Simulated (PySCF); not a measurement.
# CuO2 (charge −1): frequency calculation

The run: frequency calculation of CuO2, charge −1, multiplicity 3. Method and program: UKS-based B3LYP, Cu def2-SVPD, O def2-SVPD; non-relativistic Hamiltonian; density fitting (PySCF 2.14.0).

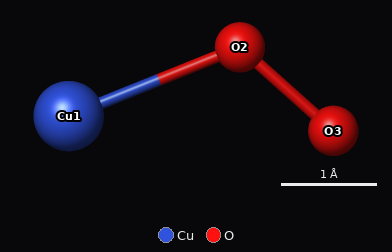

The input geometry (ball-and-stick view, seen at a tilt; atoms are numbered from 1 in the order of the input). Sticks mark near contacts.

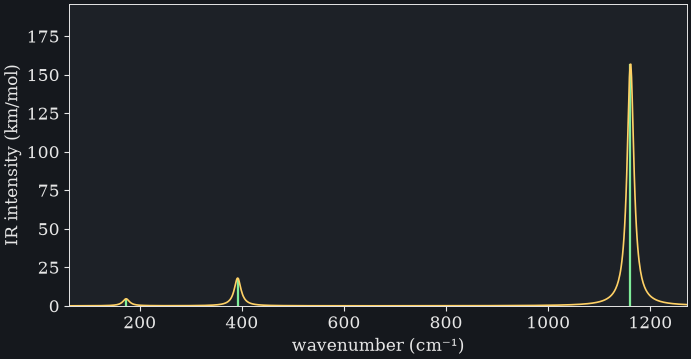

Harmonic infrared spectrum, unscaled: sticks (degenerate modes added up, dark ones marked on the axis) with a Lorentzian envelope of 16 cm⁻¹ full width, scaled to the tallest stick. 3 modes from 173 to 1161 cm⁻¹, none imaginary. The strongest line is at 1161 cm⁻¹ (157 km/mol). All modes, in cm⁻¹ (km/mol): 173 (4.5), 392 (17.9), 1161 (157).

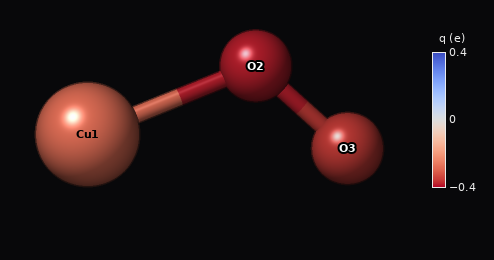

Mulliken charges, as the colour of each atom (ball-and-stick view, seen on its broad side; atoms are numbered from 1 in the order of the input). By element: Cu −0.27 and O −0.38 to −0.35 e.

The input that produced these results follows, with the program's output.

### Input
```python
from pyscf import gto, scf, dft
mol = gto.M(atom='''
Cu    -0.203911     0.000000    -0.752121
O     -0.192487     0.000000     1.190793
O      0.993975     0.000000     1.768906''',
    basis={'Cu': 'def2-SVPD', 'O': 'def2-SVPD'},
    charge=-1, spin=2)
mf = dft.UKS(mol, xc='B3LYP')
mf.grids.atom_grid = (75, 302)
aux = {'Cu': 'def2-universal-JKFIT', 'O': 'def2-universal-JKFIT'}
mf = mf.density_fit(auxbasis=aux)
mf.conv_tol = 1e-09
mf.diis_space = 10
mf.max_cycle = 60
mf.verbose = 4
mf.kernel()
```

The script is an equivalent of the set-up of the self-consistent field. The run itself was carried out by a driver, which started from the orbitals of the step before it where there was one and computed the further properties.

Run as:
```bash
OMP_NUM_THREADS=2 python axn.py task.json out
```

### Log
```
init E= -1790.58858010585
  alpha nocc = 24  HOMO = 0.0208763940329231  LUMO = 0.150103525479269
  beta  nocc = 22  HOMO = -0.00241669494583352  LUMO = 0.0929323090123617
  HOMO = 0.0208763940329  LUMO = 0.0929323090124  gap/eV = 1.96074
cycle= 1 E= -1790.58858010584  delta_E= 1.09e-11  |g|= 7.96e-06  |ddm|= 1.35e-05
  alpha nocc = 24  HOMO = 0.0208773447395556  LUMO = 0.150103876208634
  beta  nocc = 22  HOMO = -0.00241616888478458  LUMO = 0.0929334615374362
  HOMO = 0.0208773447396  LUMO = 0.0929334615374  gap/eV = 1.96075
Extra cycle  E= -1790.58858010567  delta_E= 1.7e-10  |g|= 2.47e-05  |ddm|= 4.16e-05
converged SCF energy = -1790.58858010567  <S^2> = 2.0116341  2S+1 = 3.007746
```

### Results in brief

```tsv
quantity	value
outcome	converged
total energy	−1790.588580 hartree
⟨S²⟩	2.012
zero-point energy	0.003933 hartree
wavenumbers, lowest and highest	173 and 1161 cm⁻¹
hardware	2 threads of Intel Xeon (Sapphire Rapids), 16 GiB of memory available, shared host
wall time	45 s (CPU time 89 s)
peak memory	0.77 GiB
```

### Remarks

The highest filled orbital lies above zero: either the extra electron isn't bound at this level, or the self-interaction error of the functional lifts the level.
